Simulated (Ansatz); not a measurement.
**AsGeH$_{2}$ (SMILES [GeH]#[AsH+]) (charge +1): density, localisation and related maps**

Input

```
crystal:
  periodic: [false, false, false]
  atoms:
    - symbol: As
      position_ang: [-0.612298, 1.344038, -0.801199]
    - symbol: Ge
      position_ang: [-0.794527, -0.588079, 0.182967]
    - symbol: H
      position_ang: [0.746646, 0.502441, -0.664643]
    - symbol: H
      position_ang: [-0.632742, -1.967671, 0.826425]
basis:
  gaussian:
    orbitals: def2-TZVPD
total_charge: 1
hamiltonian:
  xc: {name: PBE0}
output: {forces: true, orbitals: {seedname: orbitals}}
```

Launched as:

```sh
ansatz run input.yaml --threads 1 --pin off --max-ram 2610MiB --events-out events.jsonl --progress --plain --runs-dir runs
```

Geometry: PBE0-D3(BJ)/pcseg-1.

These are results of Ansatz 0.2.0, isolated molecule in a Gaussian basis; Kohn-Sham density functional theory, functional PBE0, not measurements.

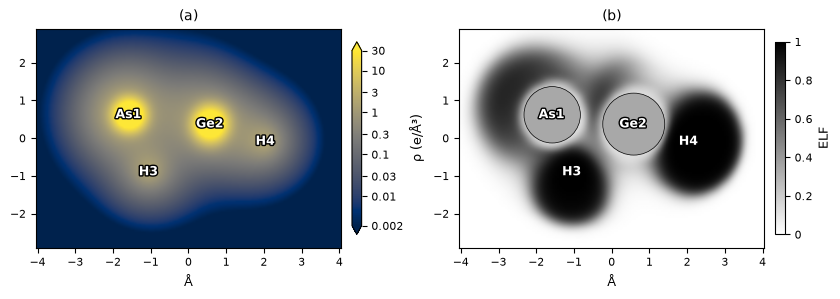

Figure 1. (a) total electron density; (b) electron localisation function on the molecular plane. Grey discs cover the atomic cores in the ELF map.

**What does the map show?**

The section cuts through As, Ge and H sites.
Ge–As (2.18 Å): ρ is about 0.71 e/Å³ halfway; the ELF reaches about 0.60 near the midpoint.
Ge–H (1.53 Å): ρ is about 1.1 e/Å³ halfway; the ELF climbs to about 1 towards the hydrogen.
As–H (1.60 Å): ρ is about 0.93 e/Å³ halfway; the ELF climbs to about 1 towards the hydrogen.
The ELF also peaks beside As1, away from the bonds: lone-pair regions.

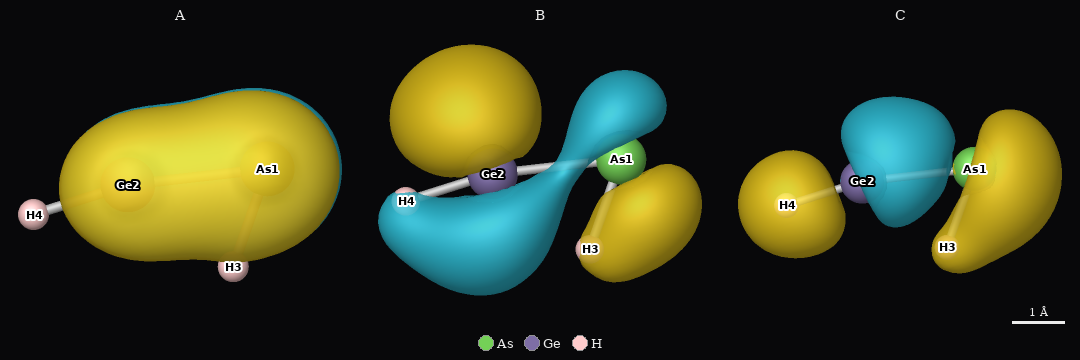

Figure 2. Three frontier orbitals at ±0.1 Å⁻³ᐟ² (yellow and cyan are the two phases), in no order.

**Order the three orbitals by energy and name them.**

C is the HOMO−1 (−15.34 eV). Its weight (Hirshfeld) is mainly on As1 (about 45 %), Ge2 (about 35 %) and H4 (about 15 %); it is symmetric in the molecular plane (an in-plane orbital: σ, lone-pair or in-plane π type). A is the HOMO (−12.80 eV). By Hirshfeld shares it lies mainly on As1 (about 55 %) and Ge2 (about 40 %); it changes sign across the molecular plane (π type); π-bonding across As1–Ge2. B is the LUMO (−8.66 eV). It lies mainly on Ge2 (about 70 %) and As1 (about 20 %); it is symmetric in the molecular plane (an in-plane orbital: σ, lone-pair or in-plane π type).

**What is the HOMO–LUMO gap?**

4.14 eV between the orbital energies.

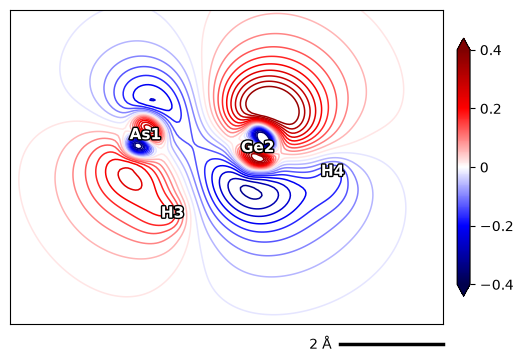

Figure 3. The LUMO on the molecular plane (values in Å⁻³ᐟ²; the overall sign is arbitrary).

**Where does this orbital lie, and at what energy?**

Its weight (Hirshfeld) is mainly on Ge2 (about 70 %) and As1 (about 20 %); it is symmetric in the molecular plane (an in-plane orbital: σ, lone-pair or in-plane π type). Its energy is −8.66 eV.
